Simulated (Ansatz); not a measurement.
Input file:

```
crystal:
  lattice:
    - [3.447052422, 0.0, 0.0]
    - [0.0, 3.447052422, 0.0]
    - [0.0, 0.0, 4.8501951191]
  atoms:
    - { symbol: Zn, position: [0.5, 0.5, 0.5] }
    - { symbol: Ge, position: [0.0, 0.0, 0.0] }
    - { symbol: O, position: [0.0, 0.5, 0.2815091444] }
    - { symbol: O, position: [0.5, 0.0, 0.7184908556] }
basis:
  ecutwfc: 420
kpoints:
  mp_grid: { grid: [14, 14, 10] }
hamiltonian:
  xc: pbe
scf:
  occupations: { method: gaussian, width: 0.1 }
output:
  forces: true
  stress: true
  eigenvalues: true
  write_density: true
  write_potential: true
  elf: true
  volumetric_format: npy
relax:
  adjacent_minimum: "off"
  f_tol: 0.01
  max_steps: 80
  cell: { stress_tol: 0.05 }
```

Launched as:

```sh
ansatz run input.yaml --threads 1 --pin off --max-ram 2560MiB --backend cpu --events-out ev --progress --plain --runs-dir out
```

Below, planes, directions and counts refer to the conventional cell (a = 3.43 Å, b = 3.43 Å, c = 4.90 Å, α = 90.00°, β = 90.00°, γ = 90.00°).

The fields are those of the run's last geometry, not of the input's.

Space group P-4m2; a structure generated by program, which may or may not match a known phase.

The calculation used Ansatz, DFT PBE, scalar-relativistic, plane waves, PAW.

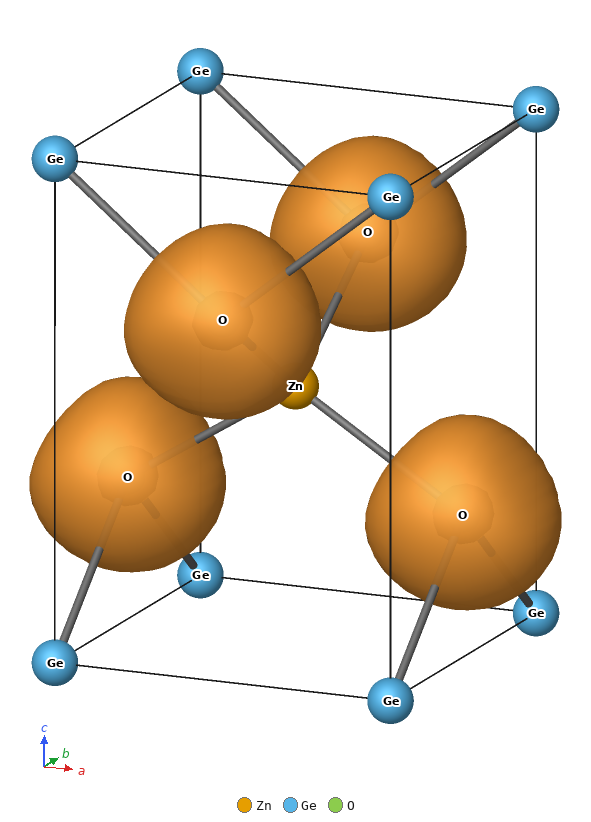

ZnGeO$_{2}$. Isosurface of the ELF at 0.6 (orange), seen slightly off an axis. Only the valence region is drawn (cores and ρ < 0.01 e/Å³ removed). Sticks mark near contacts.

In a PAW calculation such maps are meaningful between the atoms, not at the nuclei.

Identify the bonds, lone pairs and shells in this picture.

Answer. The surface consists of two regions wrapped around O (the valence shell of each), counted in one cell of 4 atoms. Regions shared between cells count once.

Values along the shortest contacts:
Zn–O (2.02 Å): the ELF peaks at about 0.85 in the valence shell of O, 0.6 Å from its nucleus, and is about 0.25 at the midpoint: no localised pair shows between them. Ge–O (2.20 Å): the ELF peaks at about 0.85 in the valence shell of O, 0.6 Å from its nucleus, and drops to about 0.30 between the two atoms (no localised pair shows between them).
